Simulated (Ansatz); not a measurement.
**CH₄AlBrO: shape, modes and thermochemistry**

Aim: relax CH₄AlBrO from a cheap starting geometry, check the end point by its vibrations and derive ideal-gas thermochemistry.

Program: Ansatz 0.2.0, Gaussian basis. Level of theory: RKS PBE0-D4/def2-TZVP. These are calculated values, not measurements.

Levels to be run: relaxation at PBE-D4/def2-SVP; relaxation at PBE0-D4/def2-TZVP; harmonic vibrations at the same level.

1 further run of the same task is left out (set aside as unsound or not needed).

## Step 1: Starting geometry

SMILES `C[O][AlH][Br]`, 8 atoms, charge 0, spin multiplicity 1.

Atoms are counted from 1 here; the program's logs count them from 0.

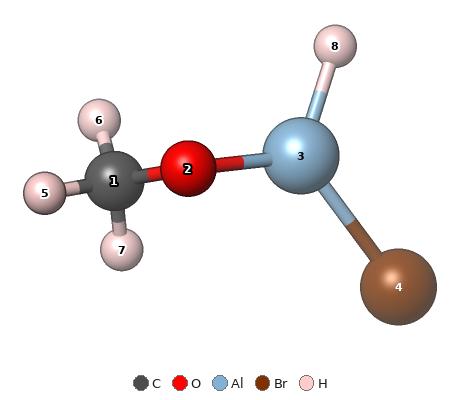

The starting geometry (carbon dark grey, oxygen red, aluminium light blue, bromine brown, hydrogen pink); atoms are numbered from 1 in the order of the file.

As a file:

```xyz
8

C    -0.76000    0.64930    0.64200
O    -0.36440   -0.63440    0.74240
Al    0.95850   -0.93610   -0.50270
Br    0.52600   -1.66790   -2.68120
H    -1.61350    0.85060    1.35570
H     0.00660    1.43250    0.85780
H    -1.21200    0.89250   -0.37360
H     2.55090   -0.64360   -0.09610
```

The start is a force-field geometry with small random shifts, so a cheaper pass at PBE-D4/def2-SVP comes first.

## Step 2: Relaxation at PBE-D4/def2-SVP (cheap first pass)

The input, in.yaml:

```yaml
crystal:
  periodic: [false, false, false]
  atoms:
    - {symbol: C, position_ang: [-0.760000, 0.649300, 0.642000]}
    - {symbol: O, position_ang: [-0.364400, -0.634400, 0.742400]}
    - {symbol: Al, position_ang: [0.958500, -0.936100, -0.502700]}
    - {symbol: Br, position_ang: [0.526000, -1.667900, -2.681200]}
    - {symbol: H, position_ang: [-1.613500, 0.850600, 1.355700]}
    - {symbol: H, position_ang: [0.006600, 1.432500, 0.857800]}
    - {symbol: H, position_ang: [-1.212000, 0.892500, -0.373600]}
    - {symbol: H, position_ang: [2.550900, -0.643600, -0.096100]}
basis:
  gaussian: {orbitals: def2-SVP}
hamiltonian: {xc: pbe, dispersion: d4}
relax: {f_tol: 0.03, max_steps: 200}
```

Run with:

```
$ ansatz run in.yaml --threads 4 --pin off --events-out ev --progress --plain --max-ram 10444MiB
```

What it wrote, shortened:

```text
Functional definition: PBE
  name "PBE"
  cite "Perdew, Burke & Ernzerhof, Phys. Rev. Lett. 77, 3865 (1996) doi:10.1103/PhysRevLett.77.3865"
  parent pbe
[...]
1071 factors; their error is unknown
[...]
mean field -79763.52938185 eV, -2931.2556391208 hartree, gradient 2.4e-5 eV, S^2 0.000000; 0 other end points of the search recorded, 0 dependent functions left out
[...]
reference -79763.52941893 eV, -2931.2556404836 hartree; 33, 33 occupied and 65, 65 virtual orbitals, 1071 factors
relax step   1: F+E_penalty+E_count = -79763.67371348 eV  Δ(F+E_penalty+E_count) = +0.000e0 eV  max|allowed force component| = 2.702e0 eV/Å  Δτ_max = 0.0000 Å  (28 SCF iters, accepted)
[...]
relax step   4: F+E_penalty+E_count = -79764.12748474 eV  Δ(F+E_penalty+E_count) = -5.459e-2 eV  max|allowed force component| = 8.483e-1 eV/Å  Δτ_max = 0.1106 Å  (27 SCF iters, accepted)
[...]
relax step   7: F+E_penalty+E_count = -79764.32275272 eV  Δ(F+E_penalty+E_count) = -4.218e-2 eV  max|allowed force component| = 4.303e-1 eV/Å  Δτ_max = 0.1998 Å  (34 SCF iters, accepted)
[...]
relax step  10: F+E_penalty+E_count = -79764.37353860 eV  Δ(F+E_penalty+E_count) = -4.175e-3 eV  max|allowed force component| = 1.201e-1 eV/Å  Δτ_max = 0.0687 Å  (28 SCF iters, accepted)
[...]
relax step  13: F+E_penalty+E_count = -79764.37868690 eV  Δ(F+E_penalty+E_count) = -5.920e-4 eV  max|allowed force component| = 3.200e-2 eV/Å  Δτ_max = 0.0237 Å  (29 SCF iters, accepted)
[...]
relax step  14: F+E_penalty+E_count = -79764.37881143 eV  Δ(F+E_penalty+E_count) = -1.245e-4 eV  max|allowed force component| = 2.551e-3 eV/Å  Δτ_max = 0.0130 Å  (29 SCF iters, accepted)
1071 factors; their error is unknown
[...]
mean field -79764.23096444 eV, -2931.2814218056 hartree, gradient 1.8e-5 eV, S^2 0.000000; 1 other end points of the search recorded, 0 dependent functions left out
[...]
reference -79764.23100168 eV, -2931.2814231740 hartree; 33, 33 occupied and 65, 65 virtual orbitals, 1071 factors
Total energy: -79764.37884867 eV, -2931.2868564508 hartree
Atom 0 at    -0.844217     0.790768     0.591626 Å, force     0.001459    -0.002551     0.000509 eV/Å
Atom 1 at     0.359646     0.067054     0.566597 Å, force    -0.001016     0.000607    -0.000744 eV/Å
Atom 2 at     1.211037    -0.954982    -0.497390 Å, force    -0.002190     0.001859     0.000931 eV/Å
Atom 3 at     0.326389    -1.430621    -2.535840 Å, force    -0.000458     0.001679     0.001018 eV/Å
Atom 4 at    -1.491776     0.434831     1.423695 Å, force     0.000367    -0.000245     0.000813 eV/Å
Atom 5 at    -0.641112     1.870606     0.767311 Å, force     0.000778     0.000669    -0.001329 eV/Å
Atom 6 at    -1.424725     0.701267    -0.355160 Å, force     0.000368    -0.001187    -0.001548 eV/Å
Atom 7 at     2.596857    -1.536024    -0.016539 Å, force     0.000691    -0.000830     0.000349 eV/Å
Dipole moment:    -0.113118     0.135240     0.140154 e Å
```

Run time: 15 s. Hardware: 4 threads of Arm Neoverse V2, shared host.

Along the way:

| step | energy from step 1 (eV) | largest force component (eV/Å) |
| --- | --- | --- |
| 1 | 0.0000 | 2.7023 |
| 2 | -0.3001 | 1.4323 |
| 3 | -0.3992 | 0.3749 |
| 4 | -0.4538 | 0.8483 |
| 5 | -0.5416 | 0.6013 |
| 6 | -0.6069 | 0.4698 |
| 7 | -0.6490 | 0.4303 |
| 8 | -0.6624 | 0.4468 |
| 9 | -0.6957 | 0.2765 |
| 10 | -0.6998 | 0.1201 |
| 11 | -0.7026 | 0.0894 |
| 12 | -0.7044 | 0.0426 |
| 13 | -0.7050 | 0.0320 |
| 14 | -0.7051 | 0.0026 |

Close pairs (by a distance rule), those that changed most:

| bond | before (Å) | after (Å) | change (Å) |
| --- | --- | --- | --- |
| O2–Al3 | 1.842 | 1.703 | -0.138 |
| Al3–H8 | 1.669 | 1.578 | -0.092 |
| Al3–Br4 | 2.338 | 2.272 | -0.066 |
| C1–O2 | 1.347 | 1.405 | +0.058 |
| C1–H7 | 1.138 | 1.114 | -0.024 |
| C1–H5 | 1.131 | 1.113 | -0.018 |
| C1–H6 | 1.117 | 1.113 | -0.004 |

## Step 3: Relaxation at PBE0-D4/def2-TZVP

The input, in.yaml:

```yaml
crystal:
  periodic: [false, false, false]
  atoms:
    - {symbol: C, position_ang: [-0.844217, 0.790768, 0.591626]}
    - {symbol: O, position_ang: [0.359646, 0.067054, 0.566597]}
    - {symbol: Al, position_ang: [1.211037, -0.954982, -0.497390]}
    - {symbol: Br, position_ang: [0.326389, -1.430621, -2.535840]}
    - {symbol: H, position_ang: [-1.491776, 0.434831, 1.423695]}
    - {symbol: H, position_ang: [-0.641112, 1.870606, 0.767311]}
    - {symbol: H, position_ang: [-1.424725, 0.701267, -0.355160]}
    - {symbol: H, position_ang: [2.596857, -1.536024, -0.016539]}
basis:
  gaussian: {orbitals: def2-TZVP}
hamiltonian: {xc: pbe0, dispersion: d4}
relax: {f_tol: 0.005, max_steps: 150}
```

Launched as before.

What it wrote:

```text
Functional definition: PBE0
  name "PBE0"
  cite "Adamo & Barone, J. Chem. Phys. 110, 6158 (1999) doi:10.1063/1.478522"
  cite "Perdew, Burke & Ernzerhof, Phys. Rev. Lett. 77, 3865 (1996) doi:10.1103/PhysRevLett.77.3865"
  parent pbe
  parameter a = 0.25
  parameter kappa = 0.804
  parameter beta = 0.06672455060314922
  exchange = (1 - a)*pbe_x(kappa = kappa, mu = beta*pi^2/3) + a*exact_x
  correlation = pbe_c(beta = beta)
1199 factors; their error is unknown
mean field evaluation 1: about -79775.9232 eV, gradient 5.5e1 eV
mean field evaluation 2: about -79756.4872 eV, gradient 1.1e2 eV
mean field evaluation 4: about -79781.5541 eV, gradient 6.3e0 eV
mean field evaluation 8: about -79781.6315 eV, gradient 6.6e-2 eV
mean field evaluation 16: about -79782.0775 eV, gradient 7.4e-5 eV
mean field -79782.07752221 eV, -2931.9372707069 hartree, gradient 7.4e-5 eV, S^2 0.000000; 0 other end points of the search recorded, 0 dependent functions left out
the calculation of the forces begins
reference -79782.07755447 eV, -2931.9372718923 hartree; 33, 33 occupied and 138, 138 virtual orbitals, 1199 factors
relax step   1: F+E_penalty+E_count = -79782.20425036 eV  Δ(F+E_penalty+E_count) = +0.000e0 eV  max|allowed force component| = 5.711e-1 eV/Å  Δτ_max = 0.0000 Å  (27 SCF iters, accepted)
these checks for a lower state are left out or cut short: starts, cluster_reference, orbital_swaps, neighbouring_geometries, increment
1199 factors; their error is unknown
mean field -79782.10896497 eV, -2931.9384262068 hartree, gradient 2.1e-5 eV, S^2 0.000000; 0 other end points of the search recorded, 0 dependent functions left out
the calculation of the forces begins
reference -79782.10899700 eV, -2931.9384273841 hartree; 33, 33 occupied and 138, 138 virtual orbitals, 1199 factors
relax step   2: F+E_penalty+E_count = -79782.23674496 eV  Δ(F+E_penalty+E_count) = -3.249e-2 eV  max|allowed force component| = 3.208e-1 eV/Å  Δτ_max = 0.0341 Å  (32 SCF iters, accepted)
these checks for a lower state are left out or cut short: starts, cluster_reference, orbital_swaps, neighbouring_geometries, increment
1199 factors; their error is unknown
mean field -79782.11461129 eV, -2931.9386337052 hartree, gradient 2.1e-5 eV, S^2 0.000000; 0 other end points of the search recorded, 0 dependent functions left out
the calculation of the forces begins
reference -79782.11464317 eV, -2931.9386348768 hartree; 33, 33 occupied and 138, 138 virtual orbitals, 1199 factors
relax step   3: F+E_penalty+E_count = -79782.24313338 eV  Δ(F+E_penalty+E_count) = -6.388e-3 eV  max|allowed force component| = 3.415e-2 eV/Å  Δτ_max = 0.0278 Å  (31 SCF iters, accepted)
these checks for a lower state are left out or cut short: starts, cluster_reference, orbital_swaps, neighbouring_geometries, increment
1199 factors; their error is unknown
mean field evaluation 32: about -79781.6670 eV, gradient 5.3e-1 eV
mean field -79782.11467690 eV, -2931.9386361165 hartree, gradient 2.0e-5 eV, S^2 0.000000; 0 other end points of the search recorded, 0 dependent functions left out
the calculation of the forces begins
reference -79782.11470878 eV, -2931.9386372879 hartree; 33, 33 occupied and 138, 138 virtual orbitals, 1199 factors
relax step   4: F+E_penalty+E_count = -79782.24329159 eV  Δ(F+E_penalty+E_count) = -1.582e-4 eV  max|allowed force component| = 2.096e-2 eV/Å  Δτ_max = 0.0057 Å  (32 SCF iters, accepted)
these checks for a lower state are left out or cut short: starts, cluster_reference, orbital_swaps, neighbouring_geometries, increment
1199 factors; their error is unknown
mean field -79782.11462583 eV, -2931.9386342398 hartree, gradient 2.0e-5 eV, S^2 0.000000; 0 other end points of the search recorded, 0 dependent functions left out
the calculation of the forces begins
reference -79782.11465770 eV, -2931.9386354109 hartree; 33, 33 occupied and 138, 138 virtual orbitals, 1199 factors
relax step   5: F+E_penalty+E_count = -79782.24335894 eV  Δ(F+E_penalty+E_count) = -6.735e-5 eV  max|allowed force component| = 1.988e-2 eV/Å  Δτ_max = 0.0077 Å  (32 SCF iters, accepted)
these checks for a lower state are left out or cut short: starts, cluster_reference, orbital_swaps, neighbouring_geometries, increment
1199 factors; their error is unknown
mean field -79782.11457140 eV, -2931.9386322393 hartree, gradient 2.0e-5 eV, S^2 0.000000; 0 other end points of the search recorded, 0 dependent functions left out
the calculation of the forces begins
reference -79782.11460325 eV, -2931.9386334099 hartree; 33, 33 occupied and 138, 138 virtual orbitals, 1199 factors
relax step   6: F+E_penalty+E_count = -79782.24344822 eV  Δ(F+E_penalty+E_count) = -8.928e-5 eV  max|allowed force component| = 4.057e-3 eV/Å  Δτ_max = 0.0099 Å  (32 SCF iters, accepted)
1199 factors; their error is unknown
mean field evaluation 64: about -79781.6662 eV, gradient 8.9e-1 eV
mean field -79782.11457140 eV, -2931.9386322393 hartree, gradient 2.0e-5 eV, S^2 0.000000; 1 other end points of the search recorded, 0 dependent functions left out
the calculation of the forces begins
reference -79782.11460325 eV, -2931.9386334099 hartree; 33, 33 occupied and 138, 138 virtual orbitals, 1199 factors
Total energy: -79782.24348007 eV, -2931.9433695457 hartree
Atom 0 at    -0.838008     0.779690     0.578975 Å, force     0.000058    -0.000553    -0.000573 eV/Å
Atom 1 at     0.367951     0.069363     0.585206 Å, force     0.003202    -0.001975     0.000694 eV/Å
Atom 2 at     1.198346    -0.931740    -0.465722 Å, force     0.003463    -0.000642     0.002804 eV/Å
Atom 3 at     0.293607    -1.375805    -2.484654 Å, force    -0.000216     0.000542     0.000018 eV/Å
Atom 4 at    -1.478457     0.431040     1.394766 Å, force    -0.000527     0.000927    -0.000424 eV/Å
Atom 5 at    -0.641560     1.844974     0.733040 Å, force    -0.001003     0.000146    -0.000633 eV/Å
Atom 6 at    -1.384741     0.662127    -0.363340 Å, force    -0.000922     0.000198     0.000112 eV/Å
Atom 7 at     2.574962    -1.536750    -0.033971 Å, force    -0.004057     0.001357    -0.001998 eV/Å
Dipole moment:    -0.084609     0.124290     0.153376 e Å
```

Wall time 19 s (4 threads of Arm Neoverse V2, shared host); peak memory 0.44 GiB.

Along the way:

| step | energy from step 1 (eV) | largest force component (eV/Å) |
| --- | --- | --- |
| 1 | 0.0000 | 0.5711 |
| 2 | -0.0325 | 0.3208 |
| 3 | -0.0389 | 0.0341 |
| 4 | -0.0390 | 0.0210 |
| 5 | -0.0391 | 0.0199 |
| 6 | -0.0392 | 0.0041 |

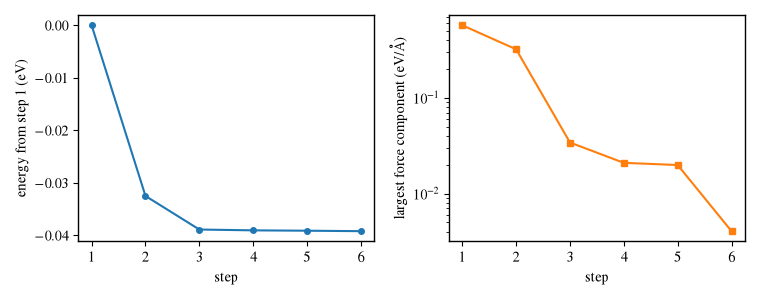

Energy and force, step by step.

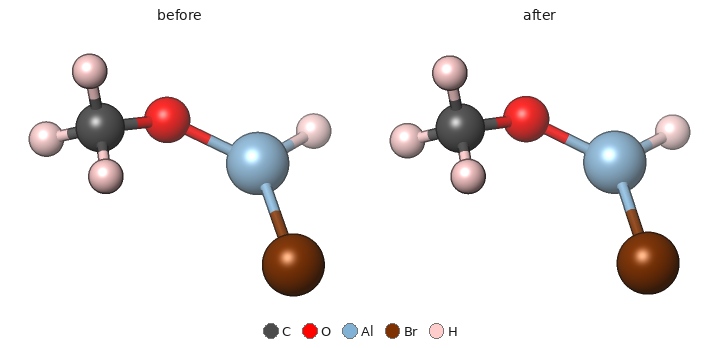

The geometry before (left) and after (right).

Distances of close pairs at the start and the end, largest changes first:

| bond | before (Å) | after (Å) | change (Å) |
| --- | --- | --- | --- |
| O2–Al3 | 1.703 | 1.672 | -0.031 |
| C1–H5 | 1.113 | 1.094 | -0.019 |
| C1–H6 | 1.113 | 1.094 | -0.019 |
| C1–H7 | 1.114 | 1.096 | -0.018 |
| Al3–Br4 | 2.272 | 2.257 | -0.016 |
| Al3–H8 | 1.578 | 1.564 | -0.013 |
| C1–O2 | 1.405 | 1.400 | -0.005 |

Mulliken charges at the end point, from the run's report:

| atom | value (e) |
| --- | --- |
| C1 | -0.21 |
| O2 | -0.32 |
| Al3 | 0.50 |
| Br4 | -0.27 |
| H5 | 0.12 |
| H6 | 0.12 |
| H7 | 0.12 |
| H8 | -0.07 |

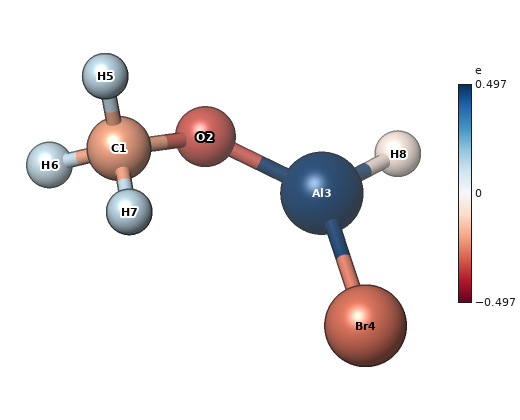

Mulliken charges at the end point, from the run's report, as colours on the atoms.

## Step 4: Force constants and modes

The input, in.yaml:

```yaml
crystal:
  periodic: [false, false, false]
  atoms:
    - {symbol: C, position_ang: [-0.838008, 0.779690, 0.578975]}
    - {symbol: O, position_ang: [0.367951, 0.069363, 0.585206]}
    - {symbol: Al, position_ang: [1.198346, -0.931740, -0.465722]}
    - {symbol: Br, position_ang: [0.293607, -1.375805, -2.484654]}
    - {symbol: H, position_ang: [-1.478457, 0.431040, 1.394766]}
    - {symbol: H, position_ang: [-0.641560, 1.844974, 0.733040]}
    - {symbol: H, position_ang: [-1.384741, 0.662127, -0.363340]}
    - {symbol: H, position_ang: [2.574962, -1.536750, -0.033971]}
basis:
  gaussian: {orbitals: def2-TZVP}
hamiltonian: {xc: pbe0, dispersion: d4}
phonons: {temperatures: {t_min: 298.15, t_max: 900, t_step: 200}}
```

Same command.

What it wrote, shortened:

```text
Functional definition: PBE0
  name "PBE0"
  cite "Adamo & Barone, J. Chem. Phys. 110, 6158 (1999) doi:10.1063/1.478522"
  cite "Perdew, Burke & Ernzerhof, Phys. Rev. Lett. 77, 3865 (1996) doi:10.1103/PhysRevLett.77.3865"
  parent pbe
[...]
1199 factors; their error is unknown
[...]
mean field -79782.11457021 eV, -2931.9386321957 hartree, gradient 6.0e-5 eV, S^2 0.000000; 0 other end points of the search recorded, 0 dependent functions left out
[...]
reference -79782.11460204 eV, -2931.9386333653 hartree; 33, 33 occupied and 138, 138 virtual orbitals, 1199 factors
[...]
1199 factors; their error is unknown
mean field -79782.11440739 eV, -2931.9386262122 hartree, gradient 1.2e-6 eV, S^2 0.000000; 0 other end points of the search recorded, 0 dependent functions left out
[...]
reference -79782.11443924 eV, -2931.9386273826 hartree; 33, 33 occupied and 138, 138 virtual orbitals, 1199 factors
[...]
Atom 0 at    -0.838008     0.779690     0.578975 Å, force     0.000061    -0.000574    -0.000558 eV/Å
Atom 1 at     0.367951     0.069363     0.585206 Å, force     0.003171    -0.001938     0.000729 eV/Å
Atom 2 at     1.198346    -0.931740    -0.465722 Å, force     0.003482    -0.000656     0.002797 eV/Å
Atom 3 at     0.293607    -1.375805    -2.484654 Å, force    -0.000238     0.000546     0.000002 eV/Å
Atom 4 at    -1.478457     0.431040     1.394766 Å, force    -0.000521     0.000931    -0.000431 eV/Å
Atom 5 at    -0.641560     1.844974     0.733040 Å, force    -0.001001     0.000156    -0.000632 eV/Å
Atom 6 at    -1.384741     0.662127    -0.363340 Å, force    -0.000900     0.000178     0.000091 eV/Å
Atom 7 at     2.574962    -1.536750    -0.033971 Å, force    -0.004055     0.001357    -0.001997 eV/Å
Dipole moment:    -0.084609     0.124290     0.153375 e Å
Vibrations: 83.07 86.48 155.22 248.97 406.12 460.63 630.02 746.58 1181.47 1191.16 1231.66 1484.59 1495.44 1499.89 2008.55 3017.17 3085.34 3093.78 cm⁻¹, zero-point energy 1.370406 eV
```

Wall time 93 s (4 threads of Arm Neoverse V2, shared host); peak memory 0.43 GiB.

Motions are named by where the mode's potential energy lies. The modes, unscaled (a negative number is an imaginary wavenumber):

| mode | cm⁻¹ | motion |
| --- | --- | --- |
| 1 | 83 | bend |
| 2 | 86 | torsion |
| 3 | 155 | torsion |
| 4 | 249 | bend |
| 5 | 406 | Al–Br stretch |
| 6 | 461 | out-of-plane bend with torsion |
| 7 | 630 | bend |
| 8 | 747 | Al–O stretch |
| 9 | 1181 | bend with C–O stretch |
| 10 | 1191 | bend |
| 11 | 1232 | C–O stretch |
| 12 | 1485 | bend |
| 13 | 1495 | bend |
| 14 | 1500 | bend |
| 15 | 2009 | Al–H stretch |
| 16 | 3017 | C–H stretch |
| 17 | 3085 | C–H stretch |
| 18 | 3094 | C–H stretch |

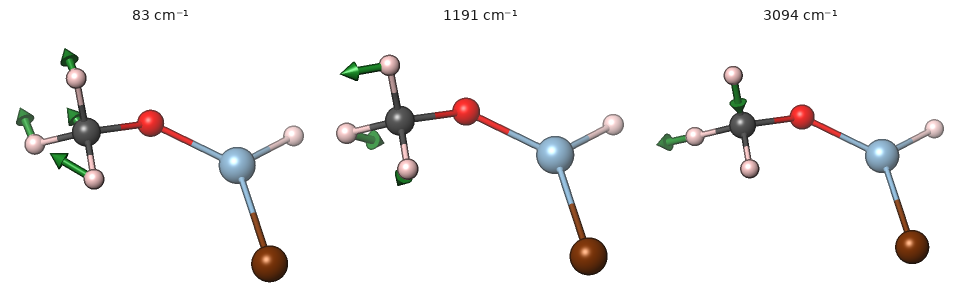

How the atoms move in 3 of the modes.

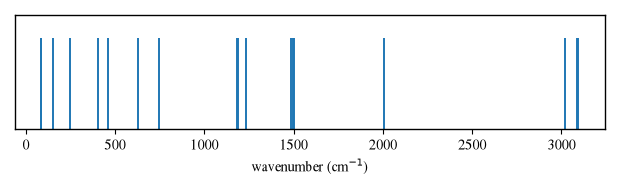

The harmonic wavenumbers as sticks (no intensities were computed).

Ideal gas, rigid rotor and harmonic oscillator at 298.15 K and 1 bar, with symmetry number 1:

| term | value |
| --- | --- |
| zero-point energy | 132.2 kJ/mol |
| H(298) − E | 151.4 kJ/mol |
| entropy, translation | 170.4 J/(mol K) |
| entropy, rotation | 114.1 J/(mol K) |
| entropy, vibration | 60.3 J/(mol K) |
| entropy, total | 344.8 J/(mol K) |

## Step 5: What came out

| quantity | value |
| --- | --- |
| point group | Cs |
| steps | 14 + 6 |
| shift from the start (rms) | 0.612 Å |
| total energy | -79782.2435 eV |
| dispersion term | -129 meV |
| dipole moment | 1.03 D |
| lowest, highest wavenumber | 83, 3094 cm⁻¹ |
| zero-point energy | 132.2 kJ/mol |
| entropy at 298.15 K | 344.8 J/(mol K) |

In words: The atoms moved 0.61 Å (rms) from the start; the bond that changed most is O2–Al3, from 1.842 to 1.672 Å. No mode is imaginary: a true minimum at this level. The stiffest mode, 3094 cm⁻¹, is a C–H stretch, and 3 modes under 200 cm⁻¹ make the vibrational entropy uncertain. Harmonic hybrid wavenumbers usually lie a few per cent above measured fundamentals. The largest Mulliken charge, +0.50 e, sits on Al3.
